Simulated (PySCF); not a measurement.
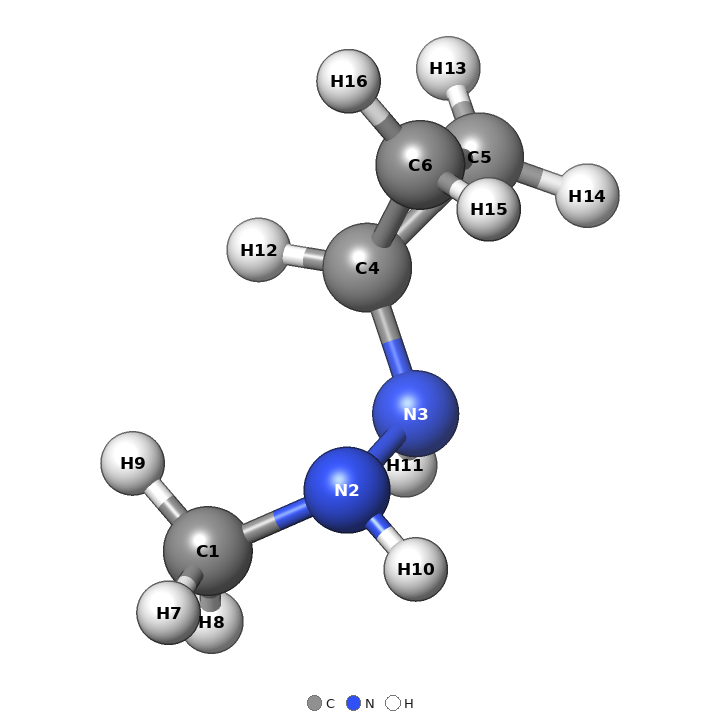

The computed structure is the end point of a GFN2-xTB optimisation. No frequency run is at hand to confirm it as a minimum. Level of theory: B3LYP/pcJ-1 indirect spin-spin coupling, non-relativistic, gas phase (PySCF 2.14.0). Isotopes: 13C, 1H, 15N.

Give the spin–spin coupling constants of these pairs, with the number of bonds between them: C1/N2, N2/N3, N2/H10, N3/H11, C1/N3, N3/C6, N2/C5, N2/C6, N3/H16, N3/H7, N3/H8, N3/H15.

| pair | bonds apart | J (Hz) |
| --- | --- | --- |
| C1, N2 | 1 | −1.5 |
| N2, N3 | 1 | −9.1 |
| N2, H10 | 1 | −76.2 |
| N3, H11 | 1 | −69.9 |
| C1, N3 | 2 | 2.2 |
| N3, C6 | 2 | −1.3 |
| N2, C5 | 3 | −4.3 |
| N2, C6 | 3 | −1.0 |
| N3, H16 | 3 | −1.4 |
| N3, H7 | 3 | −3.7 |
| N3, H8 | 3 | −2.0 |
| N3, H15 | 3 | −3.7 |
